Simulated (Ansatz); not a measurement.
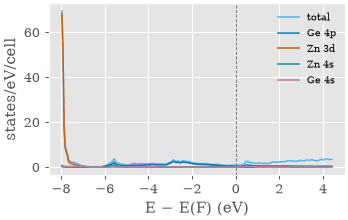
Figure: Total and projected density of states of SrZn2Ge2 in space group I4/mmm (No. 139; Sr on 2a, Zn on 4d, Ge on 4e), the program Ansatz at the r²SCAN level (PAW)

Problem. Which orbitals carry the states next to the Fermi level?

Solution. Within 0.5 eV of the Fermi level: Ge 4p 48 %, Zn 4s 14 %, Ge 4s 8 %, Sr 5s 5 %, outside the projected shells 24 %. Projections are on Löwdin-orthogonalised atomic valence shells; empty p or d shells of many metals are not among them.

The workflow started from a Materials Project entry (that database holds measured and hypothetical structures alike); the Crystallography Open Database copy checked does not list it. Whether it is the stable phase at ambient conditions was not checked. The r²SCAN relaxation kept the symmetry of its start; its stability against distortions is not shown here. Spin–orbit coupling is left out wherever it is not named.

Potentials: the later of the program's two PAW sets.
